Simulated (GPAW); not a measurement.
Band structure of Ir₃Os (Pm-3m, 4 atoms in the cell).

```xyz
4
Lattice="3.8481 0.0000 0.0000 0.0000 3.8481 0.0000 0.0000 0.0000 3.8481" Properties=species:S:1:pos:R:3 pbc="T T T"
Os     0.0000     0.0000     0.0000
Ir     0.0000     1.9240     1.9240
Ir     1.9240     0.0000     1.9240
Ir     1.9240     1.9240     0.0000
```

Computed with PBEsol, GPAW PAW datasets PBEsol (made by gpaw-setup) (plane waves; GPAW).

Settings: mode = pw; ecut = 600 eV; xc = PBEsol; kpts = 11 11 11; mesh shift (steps) = 0 0 0; occupations.name = fermi-dirac; occupations.width = 0.1 eV; nbands = -10; convergence.density = 1e-05 e/electron; symmetry.symmorphic = false; symmetry.tolerance = 0.0005; maxiter = 150; bandpath_npoints = 40.

The starting cell comes from a database of computed structures (which also holds hypothetical and non-ambient phases and stackings), without a prior relaxation at this level. Spin-orbit coupling is off. Spin polarisation is off.

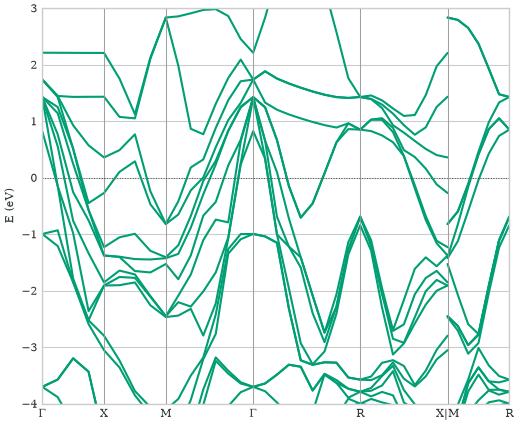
*Bands along the path, energies from the Fermi level.*

Levels in eV from the Fermi level, bands 25 to 32:
```json
[
 {"point": "Γ", "25": "0.82", "26": "1.41", "27": "1.41", "28": "1.42", "29": "1.42", "30": "1.42", "31": "1.73", "32": "1.73"},
 {"point": "X", "25": "-1.91", "26": "-1.91", "27": "-1.86", "28": "-1.38", "29": "-1.38", "30": "-1.23", "31": "-0.27", "32": "0.36"},
 {"point": "M", "25": "-2.47", "26": "-2.45", "27": "-2.45", "28": "-1.53", "29": "-1.43", "30": "-1.41", "31": "-0.82", "32": "-0.82"},
 {"point": "R", "25": "-0.84", "26": "-0.69", "27": "-0.69", "28": "-0.69", "29": "0.85", "30": "0.85", "31": "0.85", "32": "1.43"}
]
```

Bands cross the Fermi level along this path, so the cell is metallic at this level.
